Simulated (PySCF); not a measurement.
## NMR shielding calculation of C$_{7}$H$_{8}$O$_{2}$Si

System: C$_{7}$H$_{8}$O$_{2}$Si.
Method: GIAO PBE0/pcSseg-1 NMR shielding, non-relativistic, gas phase (PySCF 2.14.0).

The geometry comes from this level: GFN2-xTB. It belongs to a series of runs on one base structure; here: O inserted into a C-C bond. Figures and captions count atoms from 1; the log counts them from 0 in places.

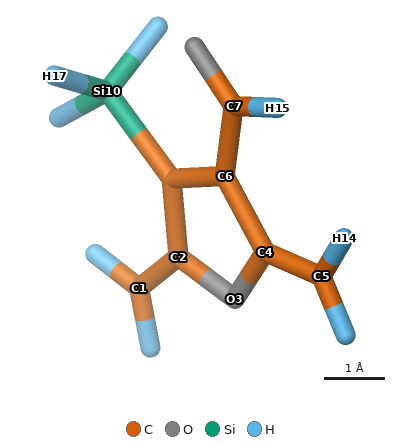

Figure 1. The structure as given in the input (stick view, seen at a tilt; atoms are numbered from 1 in the order of the input).

**Key numbers**

| quantity | value |
| --- | --- |
| outcome | converged |
| total energy | −710.769365 hartree |
| HOMO | −6.43 eV |
| LUMO | −2.92 eV |
| dipole moment | 1.17 D |
| isotropic shielding, C | −5.1 to 99.9 ppm |
| isotropic shielding, O | −331.0 to 106.1 ppm |
| isotropic shielding, Si | 437.0 ppm |
| isotropic shielding, H | 21.6 to 27.5 ppm |
| hardware | 1 CPU thread, shared host |
| wall time | 91 s |
| peak memory | 1 GiB |

**Input**
```
{"job": {"kind": "nmr", "xc": "PBE0", "basis": "pcSseg-1"}, "charge": 0, "multiplicity": 1}
C      0.746857     2.593441    -0.372327
C      0.084182     1.438193    -0.245158
O     -1.281899     1.366991    -0.399804
C     -1.678388     0.065825    -0.217731
C     -2.952024    -0.317838    -0.310118
C     -0.480894    -0.711085     0.069163
C     -0.327837    -2.114570     0.337933
O      0.761254    -2.606035     0.556263
C      0.600328     0.123879     0.053701
Si     2.343705    -0.512476     0.380848
H      0.228340     3.506709    -0.599372
H      1.811278     2.622841    -0.248360
H     -3.728428     0.389409    -0.533409
H     -3.228801    -1.343697    -0.162790
H     -1.240395    -2.732109     0.339052
H      3.206979     0.677880     0.278519
H      2.415208    -1.008121     1.749201
H      2.711777    -1.432919    -0.687270
```

The first line tells a small driver script what to run in PySCF; the rest is the geometry in Å.

Command:
```bash
OMP_NUM_THREADS=1 python <driver script> task.json out
```

**Log**
```
coarse grid: 16360 points
cycle   1  E = -710.5368835499  dE =  1.842e+00  |g| = 8.749e-01  |ddm| = 4.333e+00
cycle   2  E = -710.0800681578  dE =  4.568e-01  |g| = 1.744e+00  |ddm| = 2.963e+00
cycle   3  E = -710.6780071326  dE = -5.979e-01  |g| = 2.237e-01  |ddm| = 2.340e+00
cycle   4  E = -710.6878783171  dE = -9.871e-03  |g| = 8.328e-02  |ddm| = 2.712e-01
cycle   5  E = -710.6889901747  dE = -1.112e-03  |g| = 2.983e-02  |ddm| = 8.189e-02
cycle   6  E = -710.6891685214  dE = -1.783e-04  |g| = 8.964e-03  |ddm| = 3.476e-02
cycle   7  E = -710.6891858396  dE = -1.732e-05  |g| = 3.979e-03  |ddm| = 1.205e-02
cycle   8  E = -710.6891899020  dE = -4.062e-06  |g| = 1.059e-03  |ddm| = 4.782e-03
final grid: 155776 points
cycle   9  E = -710.7693223517  dE = -1.704e-05  |g| = 1.493e-02  |ddm| = 4.983e-02
cycle  10  E = -710.7692137862  dE =  1.086e-04  |g| = 2.808e-02  |ddm| = 3.612e-02
cycle  11  E = -710.7693633105  dE = -1.495e-04  |g| = 2.900e-03  |ddm| = 2.656e-02
cycle  12  E = -710.7693649588  dE = -1.648e-06  |g| = 6.256e-04  |ddm| = 2.890e-03
cycle  13  E = -710.7693650291  dE = -7.032e-08  |g| = 1.691e-04  |ddm| = 6.828e-04
cycle  14  E = -710.7693650353  dE = -6.180e-09  |g| = 7.166e-05  |ddm| = 2.647e-04
cycle  15  E = -710.7693650365  dE = -1.195e-09  |g| = 1.980e-05  |ddm| = 7.567e-05
cycle  16  E = -710.7693650365  dE = -8.868e-11  |g| = 7.436e-06  |ddm| = 2.823e-05
```

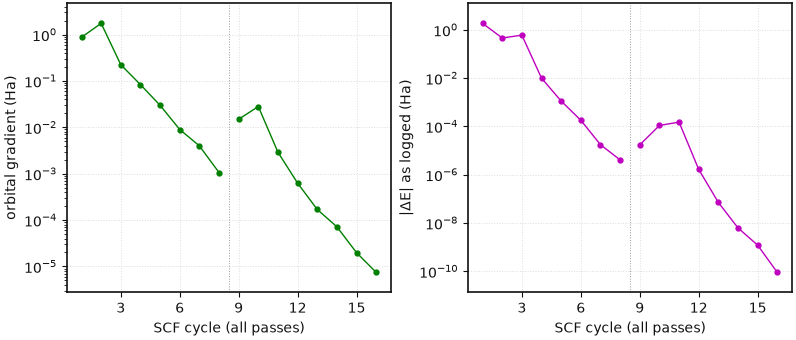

Figure 2. Convergence of the self-consistent field: orbital gradient and size of the energy change against the SCF cycle. The dotted line marks the change from a coarse to the final integration grid. The first 8 cycles use a coarse grid, the final grid takes over at cycle 9, and the field converges after 16 cycles in all.

```
converged SCF energy = -710.7693650365

GIAO shielding tensors (ppm)
atom      isotropic    diamagn.    paramagn.     s11        s22        s33       span
  0 C       83.105     255.615    -172.511     -1.007     82.085    168.235    169.242
  1 C       15.322     256.910    -241.588    -78.842     46.122     78.686    157.528
  2 O      106.128     402.285    -296.158     61.359     84.379    172.646    111.287
  3 C       20.629     253.019    -232.390    -78.919     56.085     84.721    163.640
  4 C       99.916     255.986    -156.070     19.364    107.946    172.438    153.073
  5 C       37.961     269.804    -231.844    -64.351     52.949    125.284    189.635
  6 C       -5.062     245.558    -250.620    -87.055    -34.297    106.167    193.222
  7 O     -330.979     404.119    -735.098   -969.938   -393.287    370.287   1340.224
  8 C       23.520     258.509    -234.990    -80.046    -10.297    160.902    240.948
  9 Si     436.979     882.066    -445.087    418.865    432.695    459.377     40.511
 10 H       26.328      29.192      -2.864     24.141     24.812     30.030      5.889
 11 H       26.347      32.069      -5.722     23.685     25.429     29.928      6.243
 12 H       26.761      28.778      -2.018     24.287     25.149     30.846      6.559
 13 H       26.854      31.832      -4.977     24.740     25.723     30.101      5.361
 14 H       21.617      29.478      -7.862     18.862     22.443     23.545      4.682
 15 H       27.507      30.528      -3.022     23.202     27.222     32.097      8.896
 16 H       27.172      29.821      -2.649     23.864     25.756     31.895      8.030
 17 H       27.171      29.825      -2.654     23.875     25.734     31.904      8.029
```

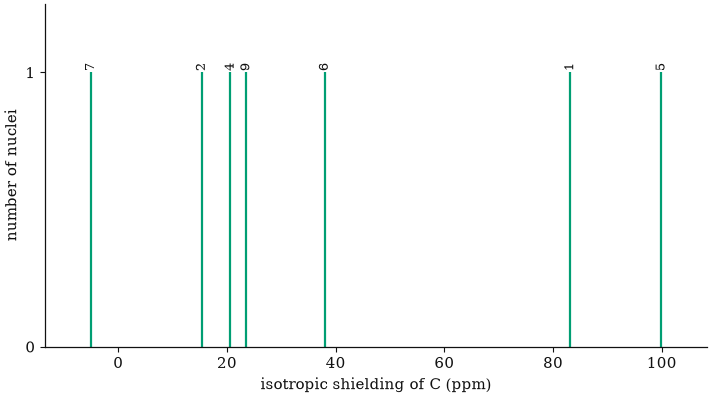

Figure 3. Isotropic shieldings of the carbon nuclei in this fixed geometry, labelled by atom number; shielding grows to the right, so chemical shift grows to the left. The least shielded is C7 (−5.1 ppm), the most shielded C5 (99.9 ppm).

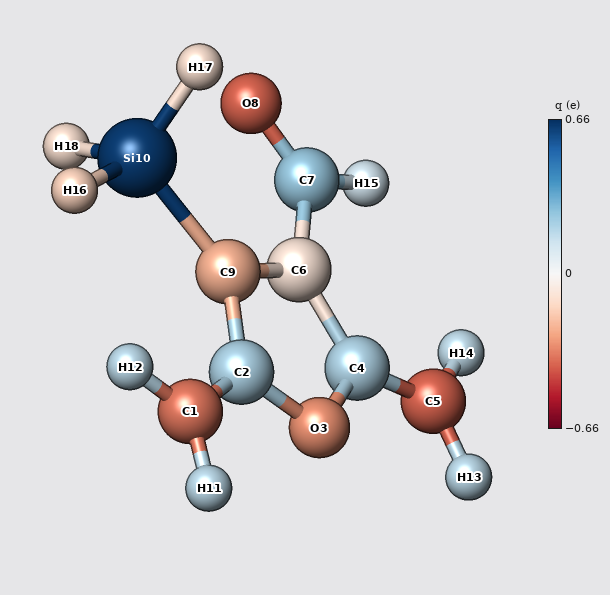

Figure 4. IAO charges, as the colour of each atom (ball-and-stick view, seen at a tilt; atoms are numbered from 1 in the order of the input). By element: C −0.38 to +0.24, O −0.39 to −0.29, Si +0.62 and H −0.15 to +0.17 e.
